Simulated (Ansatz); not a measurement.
# CHBSi+ (doublet): correlated methods under varied settings

Aim: run CHBSi+ (doublet) at one geometry under a spread of methods and options, and see what each costs and gives.

Method: the settings change from run to run; program: Ansatz 0.2.0, Gaussian basis.

18 further runs of the same task are left out: 5 that didn't finish, 13 set aside as unsound or not needed.

**1. The system**

The geometry is a PBE0/def2-TZVP stationary point (not a proven minimum) of the parent state, kept for this charge and spin.

4 atoms, charge 1, spin multiplicity 2.

Atoms are counted from 1 here; the program's logs count them from 0.

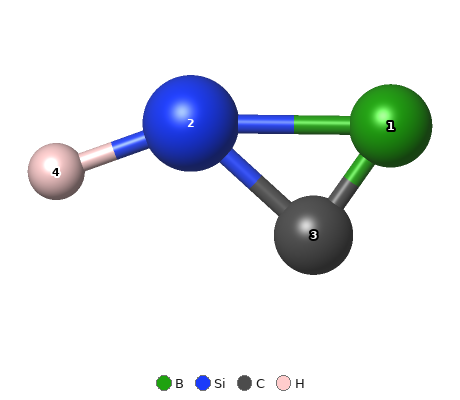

The geometry (boron green, silicon blue, carbon dark grey, hydrogen pink); atoms are numbered from 1 in the order of the file.

**2. CCSD on ROHF/6-31G**

in.yaml reads:

```yaml
crystal:
  periodic: [false, false, false]
  atoms:
    - {symbol: B, position_ang: [0.000000, -0.542119, 1.311636]}
    - {symbol: Si, position_ang: [0.000000, -0.137461, -0.752718]}
    - {symbol: C, position_ang: [0.000000, 0.754866, 0.750494]}
    - {symbol: H, position_ang: [0.000000, 0.649881, -2.037416]}
basis:
  gaussian: {orbitals: 6-31G}
total_charge: 1
magnetization: {spin_polarized: false, initial_magnetization: 1}
correlation: {method: ccsd, electrons: valence}
accuracy: high
output: {forces: true}
```

Launch:

```sh
ansatz run in.yaml --threads 1 --pin off --events-out ev --progress --plain --max-ram 2393MiB
```

Output (excerpt; [...] marks lines left out):

```text
Functional definition: HF
  name "HF"
  cite "Fock, Z. Phys. 61, 126 (1930) doi:10.1007/BF01340294"
  parent pbe
[...]
798 factors; integrals over basis functions are off by at most 3.7e-9 eV
[...]
mean field -9563.58739014 eV, -351.4553541554 hartree, gradient 3.1e-8 eV, S^2 0.750000; 5 other end points of the search recorded, 0 dependent functions left out
[...]
determinant -9563.58739014 eV, -351.4553541554 hartree, with singles and doubles -9569.48040674 eV, -351.6719185210 hartree
determinant -9560.99493186 eV, -351.3600830708 hartree, with singles and doubles -9567.07151584 eV, -351.5833934132 hartree
unrestricted determinant -9564.24118718 eV, -351.4793807532 hartree, S^2 1.4199
7 core orbitals not correlated: weight in the atoms' cores, before any rotation towards them, 1.000 or more for the frozen orbitals, at most 0.000 for the correlated occupied ones
reference -9563.58739014 eV, -351.4553541554 hartree; 6, 5 occupied and 20, 21 virtual orbitals, 798 factors
second order -5.22769335 eV of doubles, -0.03955533 eV of singles
cycle   1  -5.89430358 eV  change   -1.3e-3 eV  update   8.4e-3
[...]
cycle  31  -5.91815767 eV  change  -2.0e-11 eV  update  7.8e-10
[...]
Total energy: -9569.50554781 eV, -351.6728424382 hartree
Atom 0 at     0.000000    -0.542119     1.311636 Å, force    -0.000000    -1.372058     1.365305 eV/Å
Atom 1 at     0.000000    -0.137461    -0.752718 Å, force     0.000000     1.518514    -1.079646 eV/Å
Atom 2 at     0.000000     0.754866     0.750494 Å, force    -0.000000     0.681506     0.315357 eV/Å
Atom 3 at     0.000000     0.649881    -2.037416 Å, force    -0.000000    -0.827962    -0.601016 eV/Å
Dipole moment:    -0.000000    -0.317089    -0.360107 e Å
```

Run time: 9.5 s. Hardware: 1 thread of Arm Neoverse N1, shared host.

From the report: correlation -5.9182 eV; T1 0.059; largest double amplitude 0.11.

**3. MP2 on UHF/STO-3G**

in.yaml, as its differences from that of step 2:

```diff
@@ -8,7 +8,7 @@
 basis:
-  gaussian: {orbitals: 6-31G}
+  gaussian: {orbitals: STO-3G}
 total_charge: 1
-magnetization: {spin_polarized: false, initial_magnetization: 1}
-correlation: {method: ccsd, electrons: valence}
-accuracy: high
+magnetization: {spin_polarized: true, initial_magnetization: 1}
+correlation: {method: mp2, electrons: all}
+scf: {lower_state_search: off}
 output: {forces: true}
```

The command is unchanged.

Output (excerpt; [...] marks lines left out):

```text
Functional definition: HF
  name "HF"
  cite "Fock, Z. Phys. 61, 126 (1930) doi:10.1007/BF01340294"
  parent pbe
[...]
239 factors; integrals over basis functions are off by at most 8.0e-5 eV
[...]
mean field -9455.96452870 eV, -347.5002869466 hartree, gradient 2.5e-6 eV, S^2 1.485415; 0 other end points of the search recorded, 0 dependent functions left out
reference -9455.96452870 eV, -347.5002869466 hartree; 13, 12 occupied and 7, 8 virtual orbitals, 239 factors
second order -3.47117120 eV of doubles, -0.00000000 eV of singles
[...]
Total energy: -9459.43569990 eV, -347.6278501354 hartree
Atom 0 at     0.000000    -0.542119     1.311636 Å, force    -0.000000     0.097868    -0.396670 eV/Å
Atom 1 at     0.000000    -0.137461    -0.752718 Å, force     0.000000     2.777179     1.029817 eV/Å
Atom 2 at     0.000000     0.754866     0.750494 Å, force    -0.000000    -1.550012    -0.836727 eV/Å
Atom 3 at     0.000000     0.649881    -2.037416 Å, force    -0.000000    -1.325035     0.203580 eV/Å
Dipole moment:    -0.000000    -0.266465    -0.495971 e Å
Checks for a lower state left out: starts, cluster_reference, orbital_swaps, neighbouring_geometries, increment
```

It took 0.33 s on 1 thread of Arm Neoverse N1, shared host.

From the report: ⟨S²⟩ of the determinant 1.485 (pure doublet: 0.75). The determinant is far from a pure spin state, so its energy mixes those of several spin states (harmless only where they are near-degenerate, as at dissociation).

**4. CCSD on ROHF/cc-pVDZ**

in.yaml, as its differences from that of step 3:

```diff
@@ -8,7 +8,6 @@
 basis:
-  gaussian: {orbitals: STO-3G}
+  gaussian: {orbitals: cc-pVDZ}
 total_charge: 1
-magnetization: {spin_polarized: true, initial_magnetization: 1}
-correlation: {method: mp2, electrons: all}
-scf: {lower_state_search: off}
+magnetization: {spin_polarized: false, initial_magnetization: 1}
+correlation: {method: ccsd, electrons: outside_noble_gas}
 output: {forces: true}
```

Same command.

Output (excerpt; [...] marks lines left out):

```text
Functional definition: HF
  name "HF"
  cite "Fock, Z. Phys. 61, 126 (1930) doi:10.1007/BF01340294"
  parent pbe
[...]
493 factors; integrals over basis functions are off by at most 1.1e-3 eV
[...]
mean field -9566.10193183 eV, -351.5477618581 hartree, gradient 3.5e-6 eV, S^2 0.750000; 5 other end points of the search recorded, 0 dependent functions left out
[...]
determinant -9566.10193183 eV, -351.5477618581 hartree, with singles and doubles -9573.94241504 eV, -351.8358943013 hartree
determinant -9563.86118634 eV, -351.4654159799 hartree, with singles and doubles -9571.90482675 eV, -351.7610143129 hartree
unrestricted determinant -9566.67516548 eV, -351.5688278061 hartree, S^2 1.3373
7 core orbitals not correlated: weight in the atoms' cores, before any rotation towards them, 1.000 or more for the frozen orbitals, at most 0.000 for the correlated occupied ones
reference -9566.10193183 eV, -351.5477618581 hartree; 6, 5 occupied and 38, 39 virtual orbitals, 493 factors
second order -7.13285486 eV of doubles, -0.04208346 eV of singles
cycle   1  -7.84185706 eV  change   -1.4e-3 eV  update   8.3e-3
[...]
cycle  14  -7.86457601 eV  change    4.7e-7 eV  update   9.4e-7
[...]
Total energy: -9573.96650785 eV, -351.8367796958 hartree
Atom 0 at     0.000000    -0.542119     1.311636 Å, force     0.000000    -1.212957     0.749429 eV/Å
Atom 1 at     0.000000    -0.137461    -0.752718 Å, force    -0.000000     2.296628     0.309392 eV/Å
Atom 2 at     0.000000     0.754866     0.750494 Å, force    -0.000000    -0.032365    -0.620037 eV/Å
Atom 3 at     0.000000     0.649881    -2.037416 Å, force    -0.000000    -1.051307    -0.438785 eV/Å
Dipole moment:    -0.000000    -0.339562    -0.424816 e Å
```

Wall time 14 s (1 thread of Arm Neoverse N1, shared host).

From the report: correlation -7.8646 eV; T1 0.055; largest double amplitude 0.08.

**5. CCSD on UHF/STO-3G**

in.yaml, as its differences from that of step 4:

```diff
@@ -8,6 +8,7 @@
 basis:
-  gaussian: {orbitals: cc-pVDZ}
+  gaussian: {orbitals: STO-3G}
 total_charge: 1
-magnetization: {spin_polarized: false, initial_magnetization: 1}
+magnetization: {spin_polarized: true, initial_magnetization: 1}
+hamiltonian: {pseudopotentials: {relativity: none}}
 correlation: {method: ccsd, electrons: outside_noble_gas}
-output: {forces: true}
+scf: {lower_state_search: light}
```

The command is unchanged.

Output (excerpt; [...] marks lines left out):

```text
Functional definition: HF
  name "HF"
  cite "Fock, Z. Phys. 61, 126 (1930) doi:10.1007/BF01340294"
  parent pbe
[...]
239 factors; integrals over basis functions are off by at most 8.0e-5 eV
[...]
mean field -9455.96452870 eV, -347.5002869466 hartree, gradient 2.5e-6 eV, S^2 1.485415; 18 other end points of the search recorded, 0 dependent functions left out
determinant -9455.96452870 eV, -347.5002869466 hartree, with singles and doubles -9460.59513770 eV, -347.6704586886 hartree
determinant -9455.76717701 eV, -347.4930344061 hartree, with singles and doubles -9460.34541066 eV, -347.6612813893 hartree
determinant -9455.38786292 eV, -347.4790948704 hartree, with singles and doubles -9459.63037953 eV, -347.6350044798 hartree
determinant -9454.86187132 eV, -347.4597650355 hartree, with singles and doubles -9458.30961915 eV, -347.5864674314 hartree
[...]
determinant -9455.76717701 eV, -347.4930344061 hartree, with singles and doubles -9460.49643265 eV, -347.6668313450 hartree
determinant -9454.32859158 eV, -347.4401673666 hartree, with singles and doubles -9460.55353131 eV, -347.6689296821 hartree
determinant -9455.33220764 eV, -347.4770495765 hartree, with singles and doubles -9460.56087395 eV, -347.6691995191 hartree
determinant -9455.33220764 eV, -347.4770495765 hartree, with singles and doubles -9460.58892123 eV, -347.6702302376 hartree
7 core orbitals not correlated: weight in the atoms' cores, before any rotation towards them, 0.999 or more for the frozen orbitals, at most 0.000 for the correlated occupied ones
reference -9455.96452870 eV, -347.5002869466 hartree; 6, 5 occupied and 7, 8 virtual orbitals, 239 factors
second order -3.35972726 eV of doubles, -0.00000000 eV of singles
cycle   1  -4.68053124 eV  change    3.7e-7 eV  update   4.0e-6
WARN: the results are in doubt because among natural orbitals full CI differs from the method by -0.109 eV
Total energy: -9460.64505993 eV, -347.6722932970 hartree
In doubt: among natural orbitals full CI differs from the method by -0.109 eV
```

Wall time 2.4 s (1 thread of Arm Neoverse N1, shared host).

From the report: ⟨S²⟩ of the determinant 1.485 (pure doublet: 0.75); correlation -4.6805 eV; T1 0.081; largest double amplitude 0.14. The determinant is far from a pure spin state, so its energy mixes those of several spin states (harmless only where they are near-degenerate, as at dissociation). The program marks this result as in doubt; its last lines say why.

**6. CCSD(T)/6-31++G****

in.yaml reads:

```yaml
crystal:
  periodic: [false, false, false]
  atoms:
    - {symbol: B, position_ang: [0.000000, -0.542119, 1.311636]}
    - {symbol: Si, position_ang: [0.000000, -0.137461, -0.752718]}
    - {symbol: C, position_ang: [0.000000, 0.754866, 0.750494]}
    - {symbol: H, position_ang: [0.000000, 0.649881, -2.037416]}
basis:
  gaussian: {orbitals: "6-31++G**", fitting: {mean_field: def2-universal-jkfit}}
total_charge: 1
magnetization: {spin_polarized: true, initial_magnetization: 1}
hamiltonian: {xc: {name: PBE}}
correlation: {method: ccsd_t, electrons: outside_noble_gas}
scf: {lower_state_search: full}
```

Same command.

Output (excerpt; [...] marks lines left out):

```text
Functional definition: PBE
  name "PBE"
  cite "Perdew, Burke & Ernzerhof, Phys. Rev. Lett. 77, 3865 (1996) doi:10.1103/PhysRevLett.77.3865"
  parent pbe
[...]
296 factors; integrals over basis functions are off by at most 3.5e-1 eV
[...]
mean field -9585.41472694 eV, -352.2574939875 hartree, gradient 2.9e-6 eV, S^2 0.800259; 7 other end points of the search recorded, 0 dependent functions left out
7 core orbitals not correlated: weight in the atoms' cores, before any rotation towards them, 1.000 or more for the frozen orbitals, at most 0.000 for the correlated occupied ones
reference -9564.86839467 eV, -351.5024302033 hartree; 6, 5 occupied and 54, 55 virtual orbitals, 296 factors
second order -8.04258084 eV of doubles, -0.50649479 eV of singles
cycle   1  -7.88198994 eV  change    6.7e-1 eV  update   1.2e-1
[...]
cycle  16  -8.43443144 eV  change   -1.1e-5 eV  update   1.2e-5
perturbative correction -0.62576266 eV, -0.0229963536 hartree
Total energy: -9573.92858876 eV, -351.8353861952 hartree
```

Wall time 18 s (1 thread of Arm Neoverse N1, shared host).

From the report: ⟨S²⟩ of the determinant 0.800 (pure doublet: 0.75); correlation -9.0602 eV; T1 0.031; largest double amplitude 0.08. The orbitals are Kohn-Sham ones, so correlation energy and T1 don't compare with those on Hartree-Fock orbitals.

**7. CCSD on UHF/6-31++G****

in.yaml reads:

```yaml
crystal:
  periodic: [false, false, false]
  atoms:
    - {symbol: B, position_ang: [0.000000, -0.542119, 1.311636]}
    - {symbol: Si, position_ang: [0.000000, -0.137461, -0.752718]}
    - {symbol: C, position_ang: [0.000000, 0.754866, 0.750494]}
    - {symbol: H, position_ang: [0.000000, 0.649881, -2.037416]}
basis:
  gaussian: {orbitals: "6-31++G**"}
total_charge: 1
magnetization: {spin_polarized: true, initial_magnetization: 1}
correlation: {method: ccsd, electrons: outside_noble_gas}
scf: {lower_state_search: off}
```

Same command.

Output (excerpt; [...] marks lines left out):

```text
Functional definition: HF
  name "HF"
  cite "Fock, Z. Phys. 61, 126 (1930) doi:10.1007/BF01340294"
  parent pbe
[...]
579 factors; integrals over basis functions are off by at most 1.1e-3 eV
[...]
mean field -9566.14866301 eV, -351.5494791973 hartree, gradient 5.2e-6 eV, S^2 1.353594; 0 other end points of the search recorded, 0 dependent functions left out
7 core orbitals not correlated: weight in the atoms' cores, before any rotation towards them, 1.000 or more for the frozen orbitals, at most 0.000 for the correlated occupied ones
reference -9566.14866301 eV, -351.5494791973 hartree; 6, 5 occupied and 54, 55 virtual orbitals, 579 factors
second order -6.22263396 eV of doubles, -0.00000000 eV of singles
cycle   1  -6.59606992 eV  change   -3.7e-1 eV  update   1.1e-1
[...]
cycle  19  -7.37977498 eV  change    1.0e-5 eV  update   2.8e-6
Total energy: -9573.52843800 eV, -351.8206809257 hartree
Checks for a lower state left out: stability, starts, cluster_reference, orbital_swaps, neighbouring_geometries, increment
```

It took 3.4 s on 1 thread of Arm Neoverse N1, shared host.

From the report: ⟨S²⟩ of the determinant 1.354 (pure doublet: 0.75); correlation -7.3798 eV; T1 0.076; largest double amplitude 0.09. The determinant is far from a pure spin state, so its energy mixes those of several spin states (harmless only where they are near-degenerate, as at dissociation).

**8. CCSDT(Q) on UHF/STO-3G**

in.yaml, as its differences from that of step 7:

```diff
@@ -8,6 +8,6 @@
 basis:
-  gaussian: {orbitals: "6-31++G**"}
+  gaussian: {orbitals: STO-3G}
 total_charge: 1
 magnetization: {spin_polarized: true, initial_magnetization: 1}
-correlation: {method: ccsd, electrons: outside_noble_gas}
-scf: {lower_state_search: off}
+hamiltonian: {pseudopotentials: {relativity: none}}
+correlation: {method: ccsdt_q, electrons: outside_noble_gas, diis_vectors: 2}
```

The command is unchanged.

Output (excerpt; [...] marks lines left out):

```text
Functional definition: HF
  name "HF"
  cite "Fock, Z. Phys. 61, 126 (1930) doi:10.1007/BF01340294"
  parent pbe
[...]
357 factors; integrals over basis functions are off by at most 2.8e-8 eV
[...]
mean field -9455.96462862 eV, -347.5002906187 hartree, gradient 2.6e-6 eV, S^2 1.485442; 18 other end points of the search recorded, 0 dependent functions left out
determinant -9455.96462862 eV, -347.5002906187 hartree, with singles and doubles -9460.59521945 eV, -347.6704616931 hartree
determinant -9455.76724626 eV, -347.4930369507 hartree, with singles and doubles -9460.34544917 eV, -347.6612828044 hartree
determinant -9455.38798644 eV, -347.4790994096 hartree, with singles and doubles -9459.63050914 eV, -347.6350092431 hartree
determinant -9454.86201520 eV, -347.4597703230 hartree, with singles and doubles -9458.30978006 eV, -347.5864733446 hartree
[...]
determinant -9454.32871765 eV, -347.4401719995 hartree, with singles and doubles -9460.55360361 eV, -347.6689323391 hartree
determinant -9455.33224105 eV, -347.4770508041 hartree, with singles and doubles -9460.56094838 eV, -347.6692022545 hartree
determinant -9455.33224105 eV, -347.4770508041 hartree, with singles and doubles -9460.58900188 eV, -347.6702332017 hartree
7 core orbitals not correlated: weight in the atoms' cores, before any rotation towards them, 0.999 or more for the frozen orbitals, at most 0.000 for the correlated occupied ones
reference -9455.96462862 eV, -347.5002906187 hartree; 6, 5 occupied and 7, 8 virtual orbitals, 357 factors
second order -3.35971858 eV of doubles, -0.00000000 eV of singles
cycle   1  -3.75227355 eV  change   -3.9e-1 eV  update   1.2e-1
[...]
cycle   4  -5.03217499 eV  change    7.1e-7 eV  update   6.2e-7
perturbative correction -0.04693148 eV, -0.0017247001 hartree
Total energy: -9461.04373509 eV, -347.6869443388 hartree
```

Wall time 8 s (1 thread of Arm Neoverse N1, shared host).

From the report: ⟨S²⟩ of the determinant 1.485 (pure doublet: 0.75); correlation -5.0791 eV; T1 0.089; largest double amplitude 0.17. The determinant is far from a pure spin state, so its energy mixes those of several spin states (harmless only where they are near-degenerate, as at dissociation).

**9. MP2 on UHF/6-31G**

in.yaml, as its differences from that of step 8:

```diff
@@ -8,6 +8,6 @@
 basis:
-  gaussian: {orbitals: STO-3G}
+  gaussian: {orbitals: 6-31G}
 total_charge: 1
 magnetization: {spin_polarized: true, initial_magnetization: 1}
-hamiltonian: {pseudopotentials: {relativity: none}}
-correlation: {method: ccsdt_q, electrons: outside_noble_gas, diis_vectors: 2}
+correlation: {method: mp2, electrons: outside_noble_gas}
+accuracy: high
```

Same command.

Output (excerpt; [...] marks lines left out):

```text
Functional definition: HF
  name "HF"
  cite "Fock, Z. Phys. 61, 126 (1930) doi:10.1007/BF01340294"
  parent pbe
[...]
798 factors; integrals over basis functions are off by at most 3.7e-9 eV
[...]
mean field -9564.24118718 eV, -351.4793807532 hartree, gradient 3.4e-8 eV, S^2 1.419901; 11 other end points of the search recorded, 0 dependent functions left out
7 core orbitals not correlated: weight in the atoms' cores, before any rotation towards them, 1.000 or more for the frozen orbitals, at most 0.000 for the correlated occupied ones
reference -9564.24118718 eV, -351.4793807532 hartree; 6, 5 occupied and 20, 21 virtual orbitals, 798 factors
second order -4.12989506 eV of doubles, -0.00000000 eV of singles
Total energy: -9568.37108224 eV, -351.6311515974 hartree
```

It took 2.4 s on 1 thread of Arm Neoverse N1, shared host.

From the report: ⟨S²⟩ of the determinant 1.420 (pure doublet: 0.75). The determinant is far from a pure spin state, so its energy mixes those of several spin states (harmless only where they are near-degenerate, as at dissociation).

**10. MP2 on ROHF/cc-pVDZ**

in.yaml, as its differences from that of step 9:

```diff
@@ -8,6 +8,6 @@
 basis:
-  gaussian: {orbitals: 6-31G}
+  gaussian: {orbitals: cc-pVDZ}
 total_charge: 1
-magnetization: {spin_polarized: true, initial_magnetization: 1}
-correlation: {method: mp2, electrons: outside_noble_gas}
-accuracy: high
+magnetization: {spin_polarized: false, initial_magnetization: 1}
+correlation: {method: mp2, electrons: valence}
+output: {forces: true}
```

The command is unchanged.

Output (excerpt; [...] marks lines left out):

```text
Functional definition: HF
  name "HF"
  cite "Fock, Z. Phys. 61, 126 (1930) doi:10.1007/BF01340294"
  parent pbe
[...]
493 factors; integrals over basis functions are off by at most 1.1e-3 eV
[...]
mean field -9566.10193183 eV, -351.5477618581 hartree, gradient 3.5e-6 eV, S^2 0.750000; 5 other end points of the search recorded, 0 dependent functions left out
unrestricted determinant -9566.67516548 eV, -351.5688278061 hartree, S^2 1.3373
7 core orbitals not correlated: weight in the atoms' cores, before any rotation towards them, 1.000 or more for the frozen orbitals, at most 0.000 for the correlated occupied ones
reference -9566.10193183 eV, -351.5477618581 hartree; 6, 5 occupied and 38, 39 virtual orbitals, 493 factors
second order -7.13285486 eV of doubles, -0.04208346 eV of singles
[...]
Total energy: -9573.27687015 eV, -351.8114359778 hartree
Atom 0 at     0.000000    -0.542119     1.311636 Å, force     0.000000    -1.398051     1.365404 eV/Å
Atom 1 at     0.000000    -0.137461    -0.752718 Å, force    -0.000000     3.045581     0.278312 eV/Å
Atom 2 at     0.000000     0.754866     0.750494 Å, force    -0.000000    -0.429984    -1.157900 eV/Å
Atom 3 at     0.000000     0.649881    -2.037416 Å, force     0.000000    -1.217546    -0.485816 eV/Å
Dipole moment:    -0.000000    -0.390486    -0.449786 e Å
```

Wall time 3.1 s (1 thread of Arm Neoverse N1, shared host).

**11. The runs in one table**

 † marks a result that the program doubts.

```
                              level         correlated  functions  energy (eV)    time
                 CCSD on ROHF/6-31G            valence         33   -9569.5055   9.5 s
                  MP2 on UHF/STO-3G                all         20   -9459.4357  0.33 s
               CCSD on ROHF/cc-pVDZ  outside noble gas         51   -9573.9665    14 s
               CCSD on UHF/STO-3G †  outside noble gas         20   -9460.6451   2.4 s
CCSD(T)/6-31++G** (on PBE orbitals)  outside noble gas         67   -9573.9286    18 s
              CCSD on UHF/6-31++G**  outside noble gas         67   -9573.5284   3.4 s
             CCSDT(Q) on UHF/STO-3G  outside noble gas         20   -9461.0437     8 s
                   MP2 on UHF/6-31G  outside noble gas         33   -9568.3711   2.4 s
                MP2 on ROHF/cc-pVDZ            valence         51   -9573.2769   3.1 s
```

**12. Results**

| quantity | value |
| --- | --- |
| runs | 9 |
| quickest | MP2 on UHF/STO-3G, 0.33 s |
| slowest | CCSD(T)/6-31++G** (on PBE orbitals), 18 s |

In words: Total energies in different bases, with other cores or another treatment of relativity can't be set against each other. CCSD(T)/6-31++G** (on PBE orbitals) took 53 times as long as MP2 on UHF/STO-3G; the jobs differ in more than the method.
